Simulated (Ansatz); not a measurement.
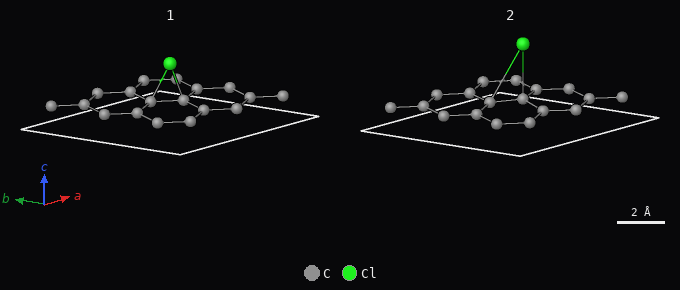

Two geometries of a slab of composition C$_{18}$Cl, drawn at one scale. One is the start of a relaxation, the other its converged end. Style: ball-and-stick. Shown: the cell of the calculation, outlined in the plane, without the vacuum (origin shifted), from a free direction.

The calculation used DFT PBEsol, scalar-relativistic, plane waves, PAW (Ansatz). (plane-wave cutoff 420 eV; k-point mesh 2 × 2 × 1; occupations fermi dirac; smearing width 0.02 eV; collinear spin; atoms relaxed in a fixed cell; force threshold 0.03 eV/Å; at most 60 steps)

Question: Which one is relaxed?

Answer: Structure 2 is the relaxed one. It is Cl on graphene monolayer, set down by a guess. The run prepares an end point of a later path (adatom hop) calculation, from a guessed geometry. The energy falls by 2.677 eV per cell of the calculation in 8 accepted moves (9 points after the start). Largest force component: 6.7 eV/Å at the start, 0.0092 eV/Å at the end. 1 step only repeated the SCF at the same geometry. The Cl atom moves most relative to the layer's centre: 1.03 Å at 33° to the normal (+c side). By element the largest moves are Cl 1.03 Å, C 0.07 Å. The cell stays as it was. Near-neighbour distances that change, for instance: C–Cl 1.919 → 2.984 Å, C–Cl 1.830 → 2.529 Å, C–Cl 2.476 → 2.984 Å, C–C 1.424 → 1.431 Å. The program noted that the starting moments weren't kept.

Limits of the set-up: the k-point mesh is coarse for a cell with partly filled bands; the periodic images lie only 7.4 Å apart, so the values are limited by the cell's size.
